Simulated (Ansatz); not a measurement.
# Run report: GaH3Cl2, molecular dynamics (part 4 of 4)

GaH3Cl2; RKS PBE-D4/def2-SVP (Ansatz 0.2.0). It belongs to a series of runs on one base structure; here: dynamics from the highest image of the converged band.

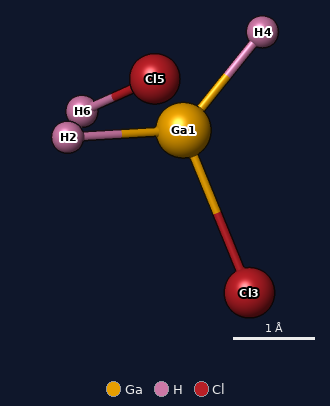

**Figure 1.** The geometry at step 164 of the log (ball-and-stick view, seen at an oblique angle; atoms are numbered from 1 in the order of the input).

Trajectory as extended XYZ, continued
```
6
Properties=species:S:1:pos:R:3:forces:R:3 step=125 time_fs=62.5 energy=-77440.45145 temperature=386.9
Ga    0.0881   -0.1122   -0.1196   -0.1665  -0.3861  -0.5372
H    -0.3169    0.9294    0.9721    0.1085   0.0927   0.1384
Cl    2.1465   -0.0536   -0.9185   -0.3325   0.0079   0.2152
H    -0.9294   -1.0315   -0.9734    0.3717   0.2966   0.2029
Cl    0.1197   -2.4764    1.4193    0.0334  -0.1538   0.4596
H     0.3349   -2.4641    2.7203   -0.0146   0.1426  -0.4788
6
Properties=species:S:1:pos:R:3:forces:R:3 step=128 time_fs=64.0 energy=-77440.44057 temperature=366.0
Ga    0.0870   -0.1076   -0.1229   -0.1369  -0.5459  -0.6429
H    -0.3018    0.9347    0.9554    0.0503   0.2234   0.2657
Cl    2.1473   -0.0546   -0.9171   -0.3461  -0.0002   0.1961
H    -0.9416   -1.0440   -0.9522    0.4185   0.3307   0.2026
Cl    0.1205   -2.4831    1.4241    0.0364  -0.1671   0.4828
H     0.3514   -2.5080    2.7233   -0.0222   0.1591  -0.5042
6
Properties=species:S:1:pos:R:3:forces:R:3 step=131 time_fs=65.5 energy=-77440.44088 temperature=366.5
Ga    0.0859   -0.1031   -0.1264   -0.0553  -0.5627  -0.6158
H    -0.2856    0.9447    0.9443    0.0182   0.2857   0.3209
Cl    2.1479   -0.0556   -0.9155   -0.3521  -0.0073   0.1762
H    -0.9450   -1.0496   -0.9268    0.3788   0.2923   0.1390
Cl    0.1214   -2.4898    1.4292   -0.0064  -0.1729   0.2554
H     0.3675   -2.5484    2.7159    0.0169   0.1649  -0.2757
6
Properties=species:S:1:pos:R:3:forces:R:3 step=134 time_fs=67.0 energy=-77440.44576 temperature=375.7
Ga    0.0847   -0.0988   -0.1300    0.0709  -0.4121  -0.4392
H    -0.2690    0.9606    0.9399    0.0176   0.2525   0.2786
Cl    2.1482   -0.0566   -0.9138   -0.3513  -0.0130   0.1558
H    -0.9403   -1.0489   -0.8985    0.2553   0.1824   0.0218
Cl    0.1222   -2.4967    1.4344   -0.0843  -0.1582  -0.1162
H     0.3841   -2.5854    2.7028    0.0917   0.1484   0.0992
6
Properties=species:S:1:pos:R:3:forces:R:3 step=137 time_fs=68.5 energy=-77440.44583 temperature=375.9
Ga    0.0836   -0.0947   -0.1338    0.2348  -0.1234  -0.1451
H    -0.2519    0.9819    0.9415    0.0382   0.1355   0.1535
Cl    2.1484   -0.0576   -0.9120   -0.3445  -0.0173   0.1346
H    -0.9302   -1.0444   -0.8697    0.0671   0.0163  -0.1291
Cl    0.1230   -2.5036    1.4396   -0.1565  -0.1314  -0.4122
H     0.4026   -2.6191    2.6917    0.1609   0.1203   0.3983
6
Properties=species:S:1:pos:R:3:forces:R:3 step=140 time_fs=70.0 energy=-77440.43997 temperature=364.6
Ga    0.0825   -0.0906   -0.1377    0.4109   0.2184   0.1877
H    -0.2340    1.0061    0.9462    0.0609  -0.0219  -0.0089
Cl    2.1483   -0.0586   -0.9101   -0.3326  -0.0209   0.1123
H    -0.9187   -1.0396   -0.8438   -0.1402  -0.1660  -0.2784
Cl    0.1237   -2.5106    1.4445   -0.1698  -0.1203  -0.4221
H     0.4244   -2.6502    2.6887    0.1709   0.1106   0.4093
6
Properties=species:S:1:pos:R:3:forces:R:3 step=143 time_fs=71.5 energy=-77440.43091 temperature=347.1
Ga    0.0816   -0.0864   -0.1415    0.5454   0.4983   0.4619
H    -0.2148    1.0298    0.9508    0.0694  -0.1699  -0.1579
Cl    2.1480   -0.0597   -0.9082   -0.3161  -0.0246   0.0885
H    -0.9102   -1.0383   -0.8237   -0.2959  -0.2989  -0.3786
Cl    0.1243   -2.5177    1.4492   -0.1081  -0.1419  -0.1440
H     0.4499   -2.6789    2.6940    0.1054   0.1369   0.1300
6
Properties=species:S:1:pos:R:3:forces:R:3 step=146 time_fs=73.0 energy=-77440.42237 temperature=330.7
Ga    0.0808   -0.0820   -0.1451    0.5814   0.6179   0.6017
H    -0.1942    1.0499    0.9521    0.0557  -0.2711  -0.2564
Cl    2.1476   -0.0607   -0.9062   -0.2950  -0.0294   0.0629
H    -0.9078   -1.0433   -0.8117   -0.3354  -0.3197  -0.3915
Cl    0.1249   -2.5249    1.4538   -0.0124  -0.1802   0.2127
H     0.4775   -2.7046    2.7021    0.0058   0.1825  -0.2294
6
Properties=species:S:1:pos:R:3:forces:R:3 step=149 time_fs=74.5 energy=-77440.42051 temperature=327.1
Ga    0.0802   -0.0775   -0.1486    0.5034   0.5418   0.5834
H    -0.1724    1.0643    0.9480    0.0199  -0.3048  -0.2851
Cl    2.1469   -0.0618   -0.9042   -0.2693  -0.0361   0.0358
H    -0.9125   -1.0549   -0.8079   -0.2441  -0.2117  -0.3145
Cl    0.1254   -2.5322    1.4585    0.0564  -0.2041   0.4281
H     0.5053   -2.7264    2.7054   -0.0664   0.2148  -0.4477
6
Properties=species:S:1:pos:R:3:forces:R:3 step=152 time_fs=76.0 energy=-77440.42593 temperature=337.5
Ga    0.0797   -0.0728   -0.1519    0.3527   0.3079   0.4359
H    -0.1502    1.0722    0.9378   -0.0328  -0.2640  -0.2391
Cl    2.1461   -0.0629   -0.9021   -0.2388  -0.0443   0.0079
H    -0.9222   -1.0710   -0.8109   -0.0683  -0.0183  -0.1830
Cl    0.1260   -2.5396    1.4634    0.0554  -0.1918   0.3979
H     0.5318   -2.7437    2.6994   -0.0682   0.2106  -0.4196
6
Properties=species:S:1:pos:R:3:forces:R:3 step=155 time_fs=77.5 energy=-77440.42951 temperature=344.2
Ga    0.0794   -0.0680   -0.1551    0.1934  -0.0067   0.2149
H    -0.1287    1.0745    0.9226   -0.0946  -0.1551  -0.1267
Cl    2.1452   -0.0640   -0.9001   -0.2038  -0.0534  -0.0198
H    -0.9335   -1.0874   -0.8177    0.1200   0.1889  -0.0454
Cl    0.1266   -2.5472    1.4686   -0.0265  -0.1400   0.1400
H     0.5570   -2.7564    2.6848    0.0116   0.1663  -0.1630
6
Properties=species:S:1:pos:R:3:forces:R:3 step=158 time_fs=79.0 energy=-77440.42300 temperature=331.7
Ga    0.0791   -0.0632   -0.1582    0.0745  -0.3212  -0.0189
H    -0.1093    1.0736    0.9047   -0.1562  -0.0008   0.0278
Cl    2.1441   -0.0652   -0.8980   -0.1649  -0.0623  -0.0462
H    -0.9422   -1.0998   -0.8256    0.2632   0.3504   0.0617
Cl    0.1272   -2.5548    1.4739   -0.1560  -0.0688  -0.2095
H     0.5825   -2.7657    2.6669    0.1394   0.1027   0.1852
6
Properties=species:S:1:pos:R:3:forces:R:3 step=161 time_fs=80.5 energy=-77440.41221 temperature=311.1
Ga    0.0789   -0.0585   -0.1612    0.0181  -0.5618  -0.2045
H    -0.0932    1.0727    0.8875   -0.2073   0.1561   0.1822
Cl    2.1429   -0.0664   -0.8960   -0.1233  -0.0696  -0.0702
H    -0.9453   -1.1048   -0.8323    0.3309   0.4327   0.1194
Cl    0.1277   -2.5625    1.4791   -0.2502  -0.0177  -0.4264
H     0.6109   -2.7726    2.6527    0.2318   0.0604   0.3993
6
Properties=species:S:1:pos:R:3:forces:R:3 step=164 time_fs=82.0 energy=-77440.41044 temperature=307.7
Ga    0.0787   -0.0540   -0.1644    0.0281  -0.6617  -0.2836
H    -0.0815    1.0751    0.8741   -0.2392   0.2598   0.2847
Cl    2.1417   -0.0676   -0.8940   -0.0801  -0.0741  -0.0904
H    -0.9415   -1.1007   -0.8365    0.3117   0.4227   0.1210
Cl    0.1280   -2.5701    1.4840   -0.2272  -0.0173  -0.3502
H     0.6441   -2.7782    2.6467    0.2068   0.0705   0.3185
6
Properties=species:S:1:pos:R:3:forces:R:3 step=167 time_fs=83.5 energy=-77440.41847 temperature=323.0
Ga    0.0784   -0.0497   -0.1676    0.1005  -0.5778  -0.2193
H    -0.0750    1.0829    0.8666   -0.2474   0.2670   0.2965
Cl    2.1404   -0.0689   -0.8921   -0.0368  -0.0751  -0.1057
H    -0.9311   -1.0875   -0.8381    0.2064   0.3212   0.0664
Cl    0.1282   -2.5778    1.4887   -0.0894  -0.0565  -0.0457
H     0.6816   -2.7822    2.6471    0.0666   0.1213   0.0078
6
Properties=species:S:1:pos:R:3:forces:R:3 step=170 time_fs=85.0 energy=-77440.42586 temperature=337.3
Ga    0.0782   -0.0455   -0.1710    0.2235  -0.3198  -0.0194
H    -0.0737    1.0962    0.8654   -0.2334   0.1729   0.2155
Cl    2.1391   -0.0702   -0.8902    0.0053  -0.0728  -0.1155
H    -0.9164   -1.0676   -0.8384    0.0294   0.1437  -0.0364
Cl    0.1284   -2.5856    1.4934    0.0751  -0.0959   0.2687
H     0.7205   -2.7836    2.6476   -0.1000   0.1718  -0.3130
6
Properties=species:S:1:pos:R:3:forces:R:3 step=173 time_fs=86.5 energy=-77440.42721 temperature=339.9
Ga    0.0781   -0.0415   -0.1743    0.3662   0.0366   0.2563
H    -0.0774    1.1132    0.8688   -0.2037   0.0149   0.0779
Cl    2.1377   -0.0716   -0.8885    0.0456  -0.0680  -0.1201
H    -0.9011   -1.0447   -0.8395   -0.1816  -0.0696  -0.1643
Cl    0.1286   -2.5933    1.4982    0.1688  -0.1046   0.4125
H     0.7574   -2.7813    2.6417   -0.1953   0.1907  -0.4623
6
Properties=species:S:1:pos:R:3:forces:R:3 step=176 time_fs=88.0 energy=-77440.42572 temperature=337.1
Ga    0.0781   -0.0374   -0.1775    0.4716   0.3691   0.5147
H    -0.0856    1.1306    0.8738   -0.1666  -0.1514  -0.0654
Cl    2.1364   -0.0730   -0.8867    0.0833  -0.0621  -0.1206
H    -0.8896   -1.0232   -0.8442   -0.3607  -0.2506  -0.2744
Cl    0.1288   -2.6012    1.5033    0.1363  -0.0754   0.3227
H     0.7902   -2.7750    2.6263   -0.1638   0.1704  -0.3769
6
Properties=species:S:1:pos:R:3:forces:R:3 step=179 time_fs=89.5 energy=-77440.42660 temperature=338.8
Ga    0.0782   -0.0333   -0.1806    0.4743   0.5575   0.6658
H    -0.0973    1.1447    0.8775   -0.1300  -0.2790  -0.1723
Cl    2.1352   -0.0745   -0.8851    0.1183  -0.0565  -0.1186
H    -0.8858   -1.0069   -0.8546   -0.4348  -0.3260  -0.3167
Cl    0.1292   -2.6091    1.5085   -0.0189  -0.0208   0.0480
H     0.8197   -2.7651    2.6030   -0.0089   0.1247  -0.1061
6
Properties=species:S:1:pos:R:3:forces:R:3 step=182 time_fs=91.0 energy=-77440.43243 temperature=350.1
Ga    0.0785   -0.0289   -0.1834    0.3450   0.5421   0.6613
H    -0.1118    1.1529    0.8775   -0.0993  -0.3400  -0.2191
Cl    2.1340   -0.0759   -0.8835    0.1504  -0.0520  -0.1153
H    -0.8911   -0.9974   -0.8717   -0.3686  -0.2640  -0.2647
Cl    0.1296   -2.6170    1.5138   -0.2164   0.0324  -0.2555
H     0.8491   -2.7524    2.5775    0.1889   0.0815   0.1934
6
Properties=species:S:1:pos:R:3:forces:R:3 step=185 time_fs=92.5 energy=-77440.44360 temperature=371.7
Ga    0.0789   -0.0244   -0.1861    0.1171   0.3472   0.5130
H    -0.1285    1.1539    0.8730   -0.0778  -0.3247  -0.1979
Cl    2.1329   -0.0775   -0.8821    0.1795  -0.0486  -0.1114
H    -0.9041   -0.9935   -0.8944   -0.1921  -0.0994  -0.1367
Cl    0.1298   -2.6249    1.5190   -0.3129   0.0587  -0.3816
H     0.8825   -2.7380    2.5559    0.2862   0.0668   0.3147
6
Properties=species:S:1:pos:R:3:forces:R:3 step=188 time_fs=94.0 energy=-77440.45531 temperature=394.2
Ga    0.0793   -0.0198   -0.1886   -0.1364   0.0508   0.2740
H    -0.1468    1.1480    0.8643   -0.0669  -0.2377  -0.1132
Cl    2.1320   -0.0790   -0.8806    0.2055  -0.0454  -0.1067
H    -0.9212   -0.9916   -0.9200    0.0234   0.0940   0.0183
Cl    0.1298   -2.6327    1.5239   -0.2125   0.0584  -0.2395
H     0.9216   -2.7221    2.5406    0.1871   0.0799   0.1671
6
Properties=species:S:1:pos:R:3:forces:R:3 step=191 time_fs=95.5 energy=-77440.45782 temperature=399.0
Ga    0.0797   -0.0152   -0.1910   -0.3498  -0.2621   0.0082
H    -0.1666    1.1371    0.8532   -0.0650  -0.0985   0.0179
Cl    2.1311   -0.0806   -0.8793    0.2280  -0.0415  -0.1003
H    -0.9379   -0.9878   -0.9452    0.2107   0.2509   0.1522
Cl    0.1298   -2.6405    1.5287    0.0285   0.0556   0.0516
H     0.9646   -2.7045    2.5286   -0.0524   0.0956  -0.1295
6
Properties=species:S:1:pos:R:3:forces:R:3 step=194 time_fs=97.0 energy=-77440.45086 temperature=385.7
Ga    0.0799   -0.0107   -0.1935   -0.4885  -0.5187  -0.2240
H    -0.1879    1.1241    0.8425   -0.0665   0.0562   0.1631
Cl    2.1304   -0.0822   -0.8780    0.2470  -0.0361  -0.0913
H    -0.9501   -0.9786   -0.9672    0.3297   0.3360   0.2349
Cl    0.1297   -2.6483    1.5335    0.2578   0.0685   0.2913
H     1.0064   -2.6848    2.5140   -0.2796   0.0940  -0.3739
6
Properties=species:S:1:pos:R:3:forces:R:3 step=197 time_fs=98.5 energy=-77440.44707 temperature=378.5
Ga    0.0801   -0.0063   -0.1960   -0.5469  -0.6582  -0.3660
H    -0.2105    1.1123    0.8353   -0.0602   0.1770   0.2781
Cl    2.1299   -0.0838   -0.8767    0.2626  -0.0288  -0.0791
H    -0.9554   -0.9624   -0.9843    0.3637   0.3384   0.2530
Cl    0.1298   -2.6560    1.5385    0.3487   0.0946   0.3549
H     1.0424   -2.6631    2.4915   -0.3679   0.0769  -0.4409
6
Properties=species:S:1:pos:R:3:forces:R:3 step=200 time_fs=100.0 energy=-77440.45459 temperature=393.0
Ga    0.0800   -0.0021   -0.1986   -0.5346  -0.6389  -0.3732
H    -0.2344    1.1041    0.8340   -0.0335   0.2202   0.3217
Cl    2.1295   -0.0855   -0.8755    0.2752  -0.0195  -0.0635
H    -0.9530   -0.9390   -0.9960    0.3090   0.2603   0.2029
Cl    0.1301   -2.6637    1.5436    0.2510   0.1183   0.2254
H     1.0709   -2.6398    2.4600   -0.2671   0.0597  -0.3134
```

The run was set up as follows.

Input
```yaml
crystal:
  periodic: [false, false, false]
  atoms:
    - { symbol: Ga, position_ang: [0.121718, -0.2389, -0.075818] }
    - { symbol: H, position_ang: [0.1113, 0.273472, 1.546263] }
    - { symbol: Cl, position_ang: [2.10123, -0.014933, -0.904261] }
    - { symbol: H, position_ang: [-1.209946, -0.154461, -0.878693] }
    - { symbol: Cl, position_ang: [0.101177, -2.317848, 1.327307] }
    - { symbol: H, position_ang: [0.107421, -0.859428, 1.759201] }
basis:
  gaussian: { orbitals: def2-SVP }
hamiltonian:
  xc: pbe
  dispersion: d4
md:
  timestep: 0.5
  n_steps: 200
  ensemble: nve
  temperature: 100.0
  initial_velocities: maxwell_boltzmann
  seed: 8024
```

Command:
```bash
ansatz run input.yaml --threads 1 --pin off --max-ram 2048MiB --backend cpu --events-out ev --progress --plain --runs-dir out
```

Results in brief

```json
{"quantity": "outcome", "value": "finished"}
{"quantity": "mean temperature over the second half", "value": "376 K"}
{"quantity": "trajectory", "value": "200 steps, 100 fs"}
{"quantity": "ensemble", "value": "nve"}
{"quantity": "temperature in the input", "value": "100.0 K"}
{"quantity": "time step", "value": "0.5 fs"}
{"quantity": "potential energy (last step)", "value": "−77440.4546 eV"}
{"quantity": "mean-field energy (last step)", "value": "−77440.3335 eV"}
{"quantity": "largest force (length of the vector) (last step)", "value": "0.913 eV/Å"}
{"quantity": "hardware", "value": "1 thread of Arm Neoverse V1, 24 GiB of memory available, shared host"}
{"quantity": "wall time", "value": "7.2 min"}
{"quantity": "peak memory", "value": "0.12 GiB"}
```

Remarks

So short a trajectory is not equilibrated.
